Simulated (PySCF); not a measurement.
# CeCl4 (Ce(Cl)4-): the cost of one run

Program: PySCF 2.14.0. Level of theory: several levels, as the steps say, no spin–orbit coupling. These are calculated values, not measurements.

1 further run of the same task is left out (for a known fault of the program).

**1. The system as given**

5 atoms, charge -1, spin multiplicity 1.

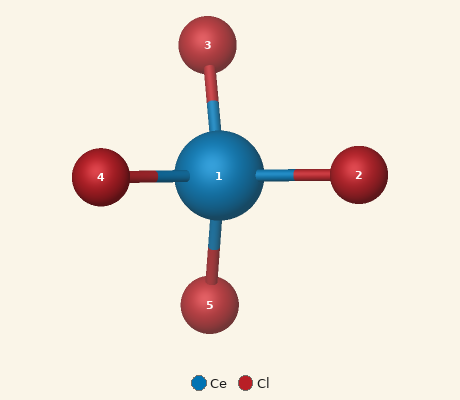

The geometry (cerium blue, chlorine red); atoms are numbered from 1 in the order of the file.

Coordinates:

| atom | x (Å) | y (Å) | z (Å) |
| --- | --- | --- | --- |
| Ce1 | 0.0000 | 0.0000 | 0.0000 |
| Cl2 | 1.5302 | 1.5302 | 1.5302 |
| Cl3 | -1.5302 | -1.5302 | 1.5302 |
| Cl4 | 1.5302 | -1.5302 | -1.5302 |
| Cl5 | -1.5302 | 1.5302 | -1.5302 |

Formal oxidation states: Ce +3. Each metal's 1 4f electrons lie in its core potential, so multiplicities, spins and levels count the valence alone. An earlier session relaxed this geometry at PBE0, Ce lcecp-1-SVP with ECP47, Cl def2-SVP (singlet, point group Td).

At PBE0 on the finer grid: E = -1872.315347 Eh, HOMO -4.56 eV, LUMO 3.07 eV, Mulliken charge on Ce1 +0.81 e, largest force component 0.004 eV/Å. 

Levels to run: revPBE; PBE; PBE0, TZVP. Hardware: 2 threads of Arm Neoverse V2, shared host.

**2. revPBE**

run.py (the lines that set the calculation) reads:

```python
mol = gto.M(atom='''
Ce     0.00000     0.00000     0.00000
Cl     1.53017     1.53017     1.53017
Cl    -1.53017    -1.53017     1.53017
Cl     1.53017    -1.53017    -1.53017
Cl    -1.53017     1.53017    -1.53017''',
    basis={'Ce': 'lcecp-1-SVP', 'Cl': 'def2-SVP'},
    ecp={'Ce': 'lcecp-1-SVP'},
    charge=-1, spin=0)
mf = dft.RKS(mol, xc='PBE_R,PBE')
mf.grids.atom_grid = (75, 302)  # f atoms: unpruned, at least (60, 302)
mf = mf.density_fit()  # fitting sets: Ce AutoAux, Cl def2-universal-JKFIT
mf.conv_tol = 1e-08; mf.max_cycle = 55
mf.kernel(dm0)  # dm0: the density of the relaxed state
```

Launch:

```sh
> OMP_NUM_THREADS=2 python run.py
```

**Question.** How long does this run take on 2 threads of Arm Neoverse V2, shared host?

About 4.9 s.
